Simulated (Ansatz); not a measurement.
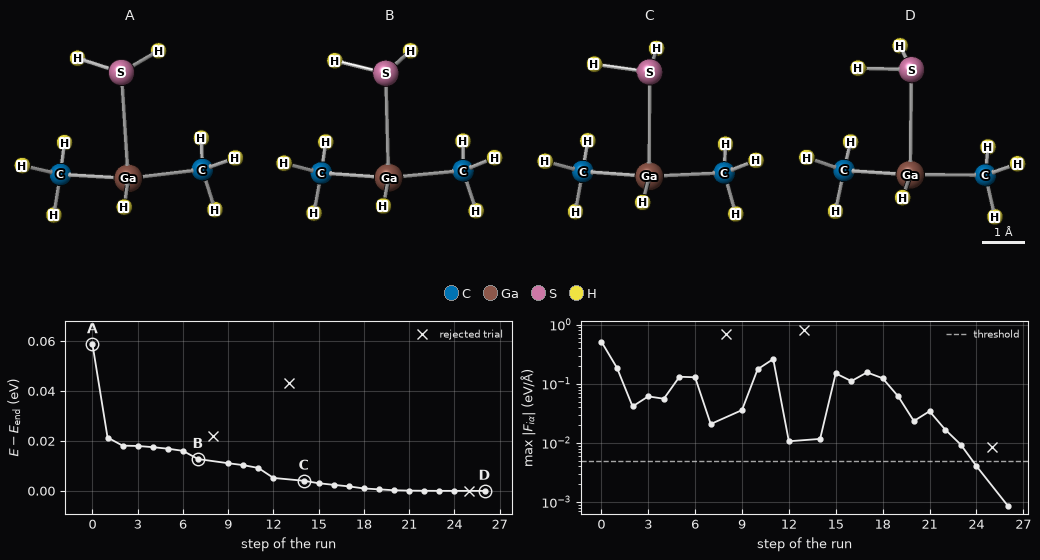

Frames of a relaxation of C2H9GaS, marked on the history of the run. Style: ball-and-stick. Shown at a tilt.

The start comes from PBE-D4/def2-SVP.

These are results of RKS PBE0-D4/def2-TZVP (Ansatz 0.2.0), not measurements.

Input file:
```yaml
crystal:
  periodic: [false, false, false]
  atoms:
    - {symbol: C, position_ang: [-0.614024, 1.599910, -0.687091]}
    - {symbol: Ga, position_ang: [-0.207800, -0.354482, -0.769880]}
    - {symbol: C, position_ang: [1.605755, -0.975392, -0.209043]}
    - {symbol: S, position_ang: [-1.465067, -1.006271, 1.560574]}
    - {symbol: H, position_ang: [-1.703796, 1.806091, -0.680687]}
    - {symbol: H, position_ang: [-0.155973, 2.079654, 0.202927]}
    - {symbol: H, position_ang: [-0.192860, 2.102800, -1.583920]}
    - {symbol: H, position_ang: [-1.103943, -1.292305, -1.686556]}
    - {symbol: H, position_ang: [2.320964, -0.822535, -1.045468]}
    - {symbol: H, position_ang: [1.990186, -0.398056, 0.657755]}
    - {symbol: H, position_ang: [1.629320, -2.055076, 0.042696]}
    - {symbol: H, position_ang: [-0.332208, -1.003062, 2.318274]}
    - {symbol: H, position_ang: [-1.750154, 0.284025, 1.895219]}
basis:
  gaussian: {orbitals: def2-TZVP}
hamiltonian: {xc: pbe0, dispersion: d4}
relax: {f_tol: 0.005, max_steps: 150}
```

Launched with:
```bash
ansatz run in.yaml --threads 4 --pin off --events-out ev --progress --plain --max-ram 10444MiB
```

**Describe the path.**

After 23 accepted moves (26 points after the start) the energy has fallen by 0.059 eV. The largest force component goes from 0.52 to 0.00087 eV/Å. The line search rejected the trial steps at points 8, 13, 25 of the run. The forces were under the threshold at step 24, but the run went on from there. The largest move after the best rigid fit is that of H12, 1.04 Å. By element the largest moves are H 1.04 Å, S 0.31 Å, C 0.16 Å, Ga 0.11 Å. Near-neighbour distances that change, for instance: Ga2–S4 2.727 → 2.661 Å, S4–H12 1.363 → 1.344 Å, C1–H5 1.109 → 1.093 Å, Ga2–C3 1.997 → 1.984 Å. Bond angles that change, for instance: S4–Ga2–H8 95.3° → 92.7°, Ga2–S4–H12 95.2° → 97.6°, C1–Ga2–S4 96.0° → 98.1°. Groups turn about Ga2–S4 by about 55°. Cost: 84 s on 4 threads of Arm Neoverse V2 (shared host). From step 0 to 7: H13 moves most (0.31 Å), energy −0.046 eV. From step 7 to 14: H12 moves most (0.39 Å), energy −0.009 eV. From step 14 to 26: H12 moves most (0.40 Å), energy −0.004 eV.
